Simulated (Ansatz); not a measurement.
# HfNbF6: forces, levels, charges and fields

The system is HfNbF6, a known structure type filled with other elements, at an estimated volume. Wanted, at the geometry given: whether it is a metal or has a gap, how the charge is shared and how far the cell is from equilibrium.

Program: Ansatz 0.2.0. Level of theory: DFT, PBE, with U_eff = 2.53 eV on Hf d, no spin polarisation, plane waves, PAW. These are calculated values, not measurements.

## 1. The structure

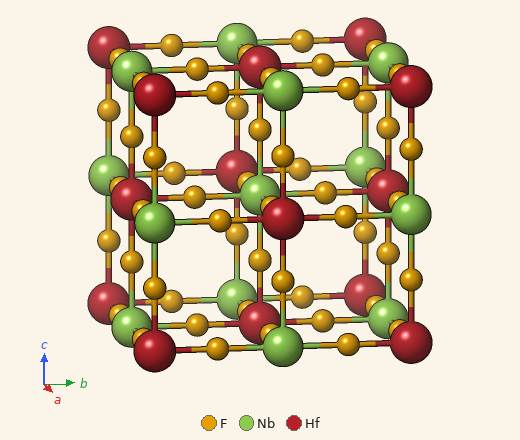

The cell, seen slightly off an axis (fluorine amber, niobium green, hafnium red). The cell drawn here is the conventional one.

Symmetry: Fm-3m, No. 225, cubic system. The conventional cell has a = 8.197 Å, b = 8.197 Å, c = 8.197 Å, α = 90.00°, β = 90.00°, γ = 90.00°. F (site symmetry 4mm) has 1 Hf at 2.01 Å and 1 Nb at 2.09 Å as nearest neighbours. Nb (site symmetry m-3m) is surrounded by 6 F at 2.09 Å. Hf (site symmetry m-3m) has 6 F at 2.01 Å as nearest neighbours.

Its coordinates follow in the input file.

Its first density is an earlier solution for the same cell, read from a checkpoint.

## 2. Self-consistent run

File input.yaml:

```yaml
crystal:
  lattice:
    - [0.0, 4.098654, 4.098654]
    - [4.098654, 0.0, 4.098654]
    - [4.098654, 4.098654, 0.0]
  atoms:
    - { symbol: F, position: [0.24491, 0.24491, 0.75509] }
    - { symbol: F, position: [0.75509, 0.75509, 0.24491] }
    - { symbol: F, position: [0.75509, 0.24491, 0.24491] }
    - { symbol: F, position: [0.24491, 0.75509, 0.75509] }
    - { symbol: F, position: [0.24491, 0.75509, 0.24491] }
    - { symbol: F, position: [0.75509, 0.24491, 0.75509] }
    - { symbol: Nb, position: [0.5, 0.5, 0.5] }
    - { symbol: Hf, position: [0.0, 0.0, 0.0] }
  symmetry: { tolerance: 0.0003 }
kpoints:
  mp_grid: { grid: [7, 7, 7], shift: [0, 0, 0] }
  band_path:
    path:
      - [0.0, 0.0, 0.0]
      - [0.5, 0.0, 0.5]
      - [0.625, 0.25, 0.625]
      - [0.375, 0.375, 0.75]
      - [0.0, 0.0, 0.0]
      - [0.5, 0.5, 0.5]
      - [0.5, 0.25, 0.75]
      - [0.5, 0.0, 0.5]
    npoints: 10
magnetization:
  spin_polarized: false
scf:
  occupations: { method: fermi_dirac, width: 0.0246 }
  lower_state_search: "off"
  max_iter: 200
hamiltonian:
  pseudopotentials: { kind: paw }
  xc: pbe
  hubbard:
    projectors: all-electron-ortho-atomic
    sites: [{ species: Hf, l: d, u_eff: 2.53 }]
basis:
  ecutwfc: 420
  fft_grid_basis: typed
output:
  forces: true
  stress: true
  eigenvalues: true
  bader: true
  populations: true
  elf: true
  write_potential: true
  volumetric_format: npy
  dos:
    e_range: [-12, 8]
    de: 0.05
    projected: { site_lists: { F: [F], Hf: [Hf], Nb: [Nb] } }
checkpoint:
  read: saved_state
```

The run is started by

```
ansatz run input.yaml --threads 1 --pin off --max-ram 2560MiB --backend cpu --events-out ev --progress --plain --runs-dir out
```

The log of the run:

```text
Warning: checkpoint.read: basis.xc_grid differs: saved 1, current 2 (points along each axis for each point of the dense box; where the key is left out runs that use forces, runs that use the stress, dielectric runs by a finite field, finite-displacement phonons, runs of phonons.displacement_patterns under a GGA or a meta-GGA, phonons by method: dfpt, dielectric runs by the response, runs on support functions, runs on PAW files under a meta-GGA or a hybrid on one, runs at kind: all_electron or under a hybrid on a GGA, runs under a text's formulas of a gradient, and runs on PAW files that evaluate rPW86 or Becke's exchange or LYP's correlation can take a finer level, which can go by the root key accuracy; a number is taken as typed: the saved number, typed, holds this deck to the state's level, where the deck is accepted there); the SCF iterates at this deck's level from the saved density; a trajectory continued from that state goes on on another energy surface; basis.xc_grid: 1, typed and accepted, keeps it on the saved one
Warning: RAYON_NUM_THREADS=1 ignored (pool sized by the plan → 1); use --threads N
F: projections on atomic orbitals take those of the free atom [He] 2s2 2p5, of charge +0.00 (hamiltonian.pseudopotentials.projection_atoms); the dataset's partial waves leave at most 1.6e-8 of an orbital's norm unspanned inside its sphere
Nb: projections on atomic orbitals take those of the free atom [Ar 3d10] 4s2 4p6 4d4 5s1, of charge +0.00 (hamiltonian.pseudopotentials.projection_atoms); the dataset's partial waves leave at most 4.9e-6 of an orbital's norm unspanned inside its sphere
Hf: projections on atomic orbitals take those of the free atom [Kr 4d10] 4f14 5s2 5p6 5d2 6s2, of charge +0.00 (hamiltonian.pseudopotentials.projection_atoms); the dataset's partial waves leave at most 4.9e-5 of an orbital's norm unspanned inside its sphere
Engine: ansatz 0.2.0, aarch64-unknown-linux-gnu
Pseudopotentials: kind: paw
Pseudopotential: F, paw, valence charge 7, recommended cutoff 420 eV (normal), F.paw.azcp
Pseudopotential: Nb, paw, valence charge 13, recommended cutoff 420 eV (normal), Nb.paw.azcp
Pseudopotential: Hf, paw, valence charge 26, recommended cutoff 420 eV (normal), Hf.paw.azcp
Functional definition: PBE
  parameter kappa = 0.804
  parameter beta = 0.06672455060314922
  exchange = pbe_x(kappa = kappa, mu = beta*pi^2/3)
  correlation = pbe_c(beta = beta)
Crystal: 8 atoms, lattice volume = 137.706 Å³
Basis set: ecut = 420 eV, 2733 PW (Γ), exchange–correlation on 80×80×80 points (8 copies of the dense FFT grid, shifted against one another)
Bands: 49, of which v1, the nominal top of the filled ones, is band 41 counted from 1 (40 counted from 0)
Symmetry: 48 space group operations
Space group: Fm-3m (ITA 225), of the structure as read, at distance tolerance 1.5e-3 Å
k-points: 20 of 343
Non-local potential: F, projectors of the file, l = 0: 2, l = 1: 2, l = 2: 1
Non-local potential: Nb, projectors of the file, l = 0: 3, l = 1: 2, l = 2: 2, l = 3: 1
Non-local potential: Hf, projectors of the file, l = 0: 3, l = 1: 2, l = 2: 2, l = 3: 3
PAW form: soft (Blöchl's): semilocal exchange-correlation on the pseudo side does not see the compensation charge
PAW one-centre angular grid: F, 110 points (default); XC on 64 Gauss nodes
PAW one-centre angular grid: Nb, 590 points (default); XC on 64 Gauss nodes
PAW one-centre angular grid: Hf, 590 points (default); XC on 64 Gauss nodes
Initial density: read from a saved state, or passed on in memory by an earlier SCF of this step, an earlier step, the calling program or the single point that the run made first
Initial wavefunctions: pseudopotential atomic-orbital guess
Functional: x = pbe(κ = 0.804, μ = 0.2195149727645171), c = pbe(β = 0.06672455060314922)
iter 1 solved again at ethr=1.58e-5 eV; its pass at ethr=3.10e-3 eV (dr2=1.28e-2 eV) is discarded
SCF iter   1: F=—  HF=-25128.223561 eV  |F-HF|=—  |Δ(HF+E_count)|=         —  Δρ=8.31e-3  dr2=1.25e-2  ethr=1.58e-5  ⟨swp⟩=2.2  Hψ=5147  notcnv=0
preconditioner: auto → LDOS  [metal: Δε(μ)=0.012 eV  Ē_g=15.077 eV  σ=0.025 eV  W_gap=0.12  n_scr=26 (ndim 8)  ℏωp=25.5 eV  f_vac=0.338  D(μ)=11.28/eV (n_scr^D=136)  β→1.0]
SCF iter   2: F=—  HF=-25128.338340 eV  |F-HF|=—  |Δ(HF+E_count)|=   1.15e-1  Δρ=9.33e-4  dr2=2.63e-3  ethr=1.55e-5  ⟨swp⟩=3.2  Hψ=2022  notcnv=0
SCF iter   3: F=—  HF=-25128.338225 eV  |F-HF|=—  |Δ(HF+E_count)|=   1.15e-4  Δρ=5.80e-4  dr2=8.40e-4  ethr=3.25e-6  ⟨swp⟩=2.0  Hψ=1675  notcnv=0
SCF iter   4: F=—  HF=-25128.338386 eV  |F-HF|=—  |Δ(HF+E_count)|=   1.61e-4  Δρ=4.70e-4  dr2=3.10e-4  ethr=1.04e-6  ⟨swp⟩=2.0  Hψ=1869  notcnv=0
SCF iter   5: F=—  HF=-25128.338163 eV  |F-HF|=—  |Δ(HF+E_count)|=   2.23e-4  Δρ=2.96e-4  dr2=1.14e-4  ethr=3.82e-7  ⟨swp⟩=2.0  Hψ=1783  notcnv=0
SCF iter   6: F=—  HF=-25128.338156 eV  |F-HF|=—  |Δ(HF+E_count)|=   7.37e-6  Δρ=2.07e-4  dr2=5.42e-5  ethr=1.40e-7  ⟨swp⟩=2.0  Hψ=1570  notcnv=0
SCF iter   7: F=—  HF=-25128.338152 eV  |F-HF|=—  |Δ(HF+E_count)|=   3.60e-6  Δρ=1.71e-4  dr2=2.61e-5  ethr=6.69e-8  ⟨swp⟩=2.9  Hψ=1777  notcnv=0
SCF iter   8: F=—  HF=-25128.338151 eV  |F-HF|=—  |Δ(HF+E_count)|=   1.46e-6  Δρ=1.32e-4  dr2=1.08e-5  ethr=3.22e-8  ⟨swp⟩=2.0  Hψ=1360  notcnv=0
SCF iter   9: F=—  HF=-25128.338153 eV  |F-HF|=—  |Δ(HF+E_count)|=   1.80e-6  Δρ=8.21e-5  dr2=3.10e-6  ethr=1.33e-8  ⟨swp⟩=2.0  Hψ=1810  notcnv=0
SCF iter  10: F=—  HF=-25128.338154 eV  |F-HF|=—  |Δ(HF+E_count)|=   1.80e-6  Δρ=4.89e-5  dr2=6.15e-7  ethr=3.83e-9  ⟨swp⟩=2.0  Hψ=1779  notcnv=0
SCF iter  11: F=—  HF=-25128.338158 eV  |F-HF|=—  |Δ(HF+E_count)|=   3.23e-6  Δρ=2.79e-5  dr2=1.93e-7  ethr=7.60e-10  ⟨swp⟩=2.0  Hψ=1797  notcnv=0
SCF iter  12: F=-25128.338159 eV  HF=-25128.338159 eV  |F-HF|=1.71e-7  |Δ(HF+E_count)|=   1.44e-6  Δρ=1.35e-5  dr2=5.09e-8  ethr=1.23e-10  ⟨swp⟩=10.2  Hψ=6452  notcnv=0
SCF 1 converged in 12 iterations: F = -25128.338159 eV  dr2 = 5.09e-8
NSCF: frozen V_eff on 71 k-points
SCF converged after 12 iterations
Free energy (F): -25128.338159 eV
Harris-Foulkes:  -25128.338159 eV  (|F-HF|=1.71e-7)
Internal energy: -25128.315723 eV  (E = F + TS)
E sigma→0 (E₀):  -25128.326941 eV
Entropy (-TS):   -0.022436 eV (-2.805 meV/atom)
Fermi energy:    8.800915 eV
--- Per-component energies (eV) ---
  E_band       = -800.733665
  E_kinetic    = 2057.159245
  E_local      = -14044.467782  (includes V_loc(G=0)·N_el)
  E_nonlocal   = -677.705621
  E_hartree    = 6015.084904
  E_xc         = -950.106280
  E_vxc        = -1087.116593  (∫ρ·V_xc dr)
  E_hubbard    = 2.049523  (on-site DFT+U / exact-exchange correction)
  E_vhub       = 1.525714  (the Hubbard potential's part of the band-sum identity)
  E_paw        = -11205.865697  (= ΣΔE_a)
  E_vpaw       = 919.690759  (= ΣTr[D̂ρ^β])
  E_aug_tail   = 0.012604  (compensation charges beyond the density's cutoff)
  E_ewald      = -6324.476619
  E_smearing   = -0.022436  (= −TS)
  E_closure    = -0.000000  (closes the sum)
  Σ components = -25128.338159   (vs F -25128.338159, Δ=0.00e0)
--- Forces (eV/Å), atoms counted from 1 ---
  atom   1  F      0.00000000     0.00000000     0.13666022
  atom   2  F      0.00000000     0.00000000    -0.13666022
  atom   3  F      0.13666022    -0.00000000    -0.00000000
  atom   4  F     -0.13666022     0.00000000     0.00000000
  atom   5  F      0.00000000     0.13666022     0.00000000
  atom   6  F     -0.00000000    -0.13666022     0.00000000
  atom   7  Nb     0.00000000    -0.00000000     0.00000000
  atom   8  Hf    -0.00000000    -0.00000000    -0.00000000
  max |Σ_I F_I| component: 1.39e-16 eV/Å
--- Stress (GPa, compression-positive) ---
        7.365621       0.000000      -0.000000
       -0.000000       7.365621       0.000000
        0.000000       0.000000       7.365621
  P = ⅓ Tr σ = 7.3656 GPa (73.656 kbar)
--- Band table (eV; the first three rows and the last of 20) ---
  k-point 0: bands = ["-56.7538", "-47.6661", "-25.8312", "-25.8312", "-25.8312", "-24.0439", "-24.0439", "-24.0439", "-18.8994", "-18.6347", "-18.6347", "-17.7930", "-17.7930", "-17.7930", "-6.5633", "-6.5633", "-6.5633", "-6.5376", "-6.5376", "-6.5376", "-6.5198", "-2.1643", "-2.1498", "-2.1498", "-0.9833", "-0.9833", "-0.9833", "-0.2635", "-0.2635", "-0.2635", "0.6245", "0.6245", "0.6245", "0.6306", "0.6306", "0.6306", "1.1471", "1.1471", "1.1471", "8.2710", "8.2710", "8.2710", "8.8141", "10.8040", "10.8040", "10.8040", "10.8335", "10.8335", "13.0288"]
  k-point 1: bands = ["-56.7537", "-47.6661", "-25.8293", "-25.8290", "-25.8290", "-24.0502", "-24.0488", "-24.0488", "-18.8479", "-18.5936", "-18.5936", "-17.8446", "-17.8326", "-17.8326", "-6.5657", "-6.5653", "-6.5653", "-6.5377", "-6.5377", "-6.5376", "-6.5197", "-2.0680", "-2.0580", "-2.0580", "-0.9365", "-0.9211", "-0.9211", "-0.3367", "-0.3206", "-0.3206", "0.5018", "0.5218", "0.5218", "0.6092", "0.6092", "0.6487", "1.1066", "1.1066", "1.1205", "8.3585", "8.3689", "8.3689", "9.0289", "10.6938", "10.7208", "10.7208", "10.9910", "10.9910", "13.1022"]
  k-point 2: bands = ["-56.7537", "-47.6661", "-25.8250", "-25.8240", "-25.8240", "-24.0645", "-24.0598", "-24.0598", "-18.7067", "-18.4804", "-18.4804", "-17.9860", "-17.9427", "-17.9427", "-6.5710", "-6.5695", "-6.5695", "-6.5380", "-6.5380", "-6.5375", "-6.5197", "-1.8048", "-1.8015", "-1.8015", "-0.7978", "-0.7434", "-0.7434", "-0.5424", "-0.5261", "-0.5261", "0.1792", "0.2518", "0.2518", "0.6103", "0.6103", "0.7171", "0.9966", "0.9966", "1.0465", "8.5789", "8.6148", "8.6148", "9.6239", "10.4377", "10.5060", "10.5060", "11.3880", "11.3880", "12.6781"]
  k-point 19: bands = ["-56.7537", "-47.6634", "-25.8330", "-25.8305", "-25.8205", "-24.0711", "-24.0483", "-24.0427", "-18.7595", "-18.6467", "-18.3720", "-18.1149", "-17.8404", "-17.7982", "-6.5735", "-6.5669", "-6.5654", "-6.5381", "-6.5380", "-6.5379", "-6.5197", "-2.1861", "-2.0762", "-1.4630", "-0.8168", "-0.7425", "-0.5930", "-0.1759", "-0.1678", "-0.0773", "0.1656", "0.2814", "0.3210", "0.3458", "0.3948", "0.4556", "0.5710", "0.8644", "0.9757", "8.6867", "8.8111", "8.9480", "10.3101", "10.3474", "10.3825", "10.8878", "11.4417", "11.8944", "11.9510"]
Occupation matrices written to <dir>
--- Löwdin populations: 8 sites ---
  site symbol       q [e]
     0      F      7.4202
     1      F      7.4202
     2      F      7.4202
     3      F      7.4202
     4      F      7.4202
     5      F      7.4202
     6     Nb     11.9550
     7     Hf     24.3291
  spilling = 0.002403 (of n_electrons = 81.000000)
--- Bader charges: 8 sites ---
  site symbol  charge [e]  shift [e]
     0      F     -0.7619     0.0012
     1      F     -0.7619     0.0012
     2      F     -0.7619     0.0012
     3      F     -0.7619     0.0012
     4      F     -0.7619     0.0012
     5      F     -0.7619     0.0012
     6     Nb      1.8804     0.0000
     7     Hf      2.6910     0.0073
  estimated error of the sums over rays = 1.9e-4 e
```

It took 89 s on 1 thread of Arm Neoverse V1, shared host; peak memory 0.74 GiB.

## 3. Forces and stress

Sizes of the largest forces and where they point against the nearest neighbour:

| atom | force (eV/Å) | nearest | distance (Å) | direction |
| --- | --- | --- | --- | --- |
| F2 | 0.137 | Hf8 | 2.01 | away from it |
| F6 | 0.137 | Hf8 | 2.01 | away from it |
| F3 | 0.137 | Hf8 | 2.01 | away from it |
| F5 | 0.137 | Hf8 | 2.01 | away from it |
| F4 | 0.137 | Hf8 | 2.01 | away from it |
| F1 | 0.137 | Hf8 | 2.01 | away from it |

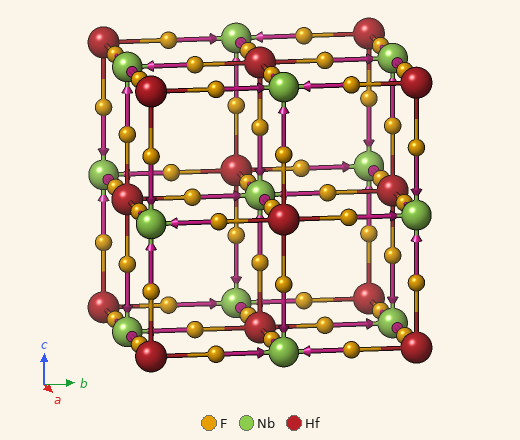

Forces as arrows; the longest is 0.14 eV/Å.

Principal stresses (compression positive): 7.37, 7.37, 7.37 GPa; their mean, the pressure, is 7.37 GPa.

## 4. The band path (bands.tsv)

bands.tsv at the labelled points (eV, zero at the Fermi level):

| point | band 40 | band 41 | band 42 | band 43 | band 44 | band 45 |
| --- | --- | --- | --- | --- | --- | --- |
| Γ | -0.53 | -0.53 | -0.53 | 0.01 | 2.00 | 2.00 |
| X | -0.49 | 0.15 | 0.15 | 1.54 | 1.54 | 1.85 |
| U | -0.23 | 0.12 | 0.13 | 1.48 | 1.53 | 1.66 |
| K | -0.23 | 0.12 | 0.13 | 1.48 | 1.53 | 1.66 |
| Γ | -0.53 | -0.53 | -0.53 | 0.01 | 2.00 | 2.00 |
| L | 0.05 | 0.10 | 0.10 | 1.29 | 1.45 | 1.45 |
| W | -0.06 | -0.06 | 0.15 | 1.54 | 1.56 | 1.56 |
| X | -0.49 | 0.15 | 0.15 | 1.54 | 1.54 | 1.85 |

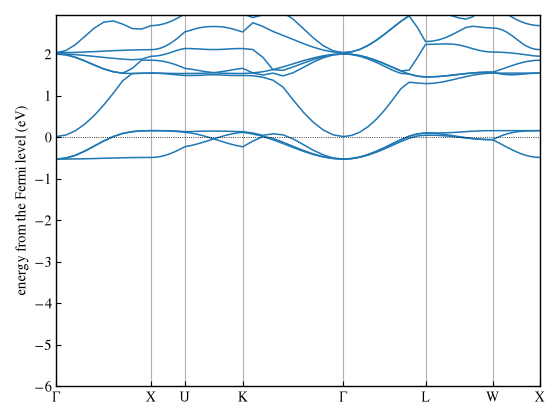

Bands along the path (those far from the Fermi level are not drawn).

## 5. Total and projected density of states

Counts of states in windows (eV from the Fermi level; tetrahedra), total and projected:

| from | to | total | F p | Hf d | Nb d |
| --- | --- | --- | --- | --- | --- |
| -8.0 | -7.0 | 4.49 | 4.46 | 0.00 | 0.01 |
| -7.0 | -6.0 | 0.00 | 0.00 | 0.00 | 0.00 |
| -6.0 | -5.0 | 0.00 | 0.00 | 0.00 | 0.00 |
| -5.0 | -4.0 | 0.00 | 0.00 | 0.00 | 0.00 |
| -4.0 | -3.0 | 0.00 | 0.00 | 0.00 | 0.00 |
| -3.0 | -2.0 | 0.00 | 0.00 | 0.00 | 0.00 |
| -2.0 | -1.0 | 0.00 | 0.00 | 0.00 | 0.00 |
| -1.0 | 0.0 | 2.87 | 0.14 | 0.41 | 2.29 |
| 0.0 | 1.0 | 3.47 | 0.29 | 0.08 | 2.73 |
| 1.0 | 2.0 | 7.02 | 0.89 | 4.46 | 0.46 |

The bands computed are complete only to about 3.0 eV above the Fermi level.

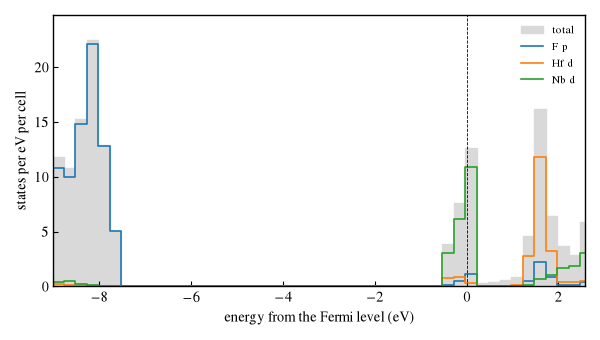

Total and projected density of states, in bins of 0.25 eV.

## 6. How the electrons are shared

Gathered by element (positive charge: electrons given up): Löwdin charges also hold the electrons that the projection spills.

| element | atoms | Bader charge (e) | Bader volume (Å³) | Löwdin charge (e) |
| --- | --- | --- | --- | --- |
| F | 6 | -0.76 | 16.1 | -0.42 |
| Nb | 1 | +1.88 | 14.8 | +1.05 |
| Hf | 1 | +2.69 | 10.6 | +1.67 |

The Löwdin projection spills 0.2 % of the electrons and depends on the orbitals chosen; where it disagrees with Bader's partition, neither is an observable.

Occupation eigenvalues of the Hubbard shells:

| atom | shell | spin | eigenvalues |
| --- | --- | --- | --- |
| Hf8 | d | each | 0.20 0.20 0.20 0.21 0.21 |

## 7. Fields in real space

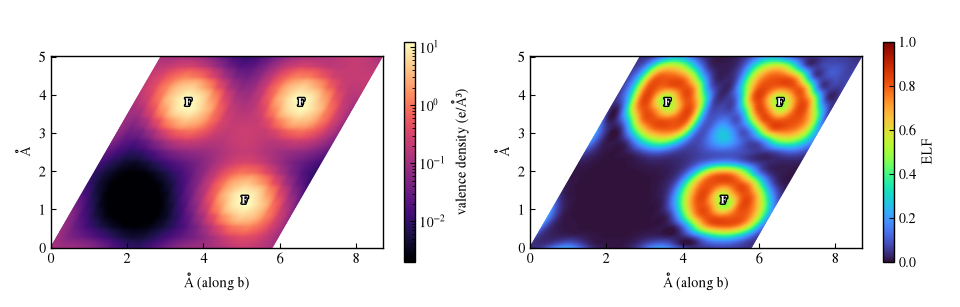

Valence density (left, log scale) and ELF (right) in the plane spanned by b and c at height 0.245 along a (axes of the input's cell); atoms within 0.2 Å are lettered. Near the nuclei they are pseudo-fields.

Along short contacts, where the density is least:

| contact | length (Å) | minimum at (fraction) | density (e/Å³) | ELF |
| --- | --- | --- | --- | --- |
| F1–Hf8 | 2.008 | 0.45 | 0.748 | 0.18 |
| F1–Nb7 | 2.091 | 0.47 | 0.500 | 0.09 |

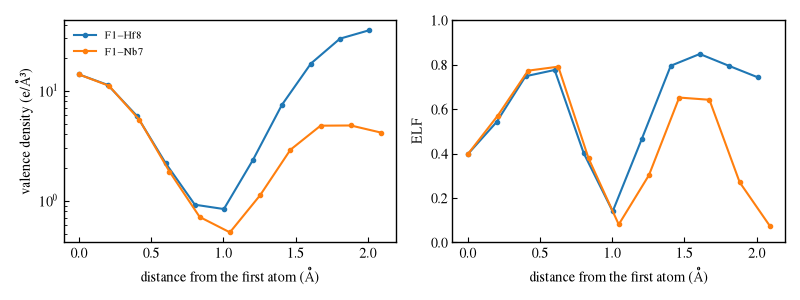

Smooth valence density and ELF along the contacts, at tenths of each length.

## 8. Outcome

| quantity | value |
| --- | --- |
| largest force | 0.137 eV/Å on F |
| pressure | 7.4 GPa |
| character | metal |
| density of states, mean within 0.25 eV of the Fermi level | 10 per eV per cell |
| Bader charges | F -0.76, Nb +1.88, Hf +2.69 e |

What this shows: It is a metal; within 0.25 eV of the Fermi level the density of states averages 10 per eV per cell, mostly Nb d (83 %). The atoms are not at rest: the largest force, 0.14 eV/Å, acts on F. At 7.4 GPa the cell is compressed and would expand. Hf loses most charge (+2.69 e on average) and F gains most (-0.76 e).

Limits of this run: an odd count of electrons without spin polarisation forces a partly filled band; many states at the Fermi level without spin polarisation, so a magnetic state may lie lower; a Hubbard term without moments, so a magnetic state may lie lower.
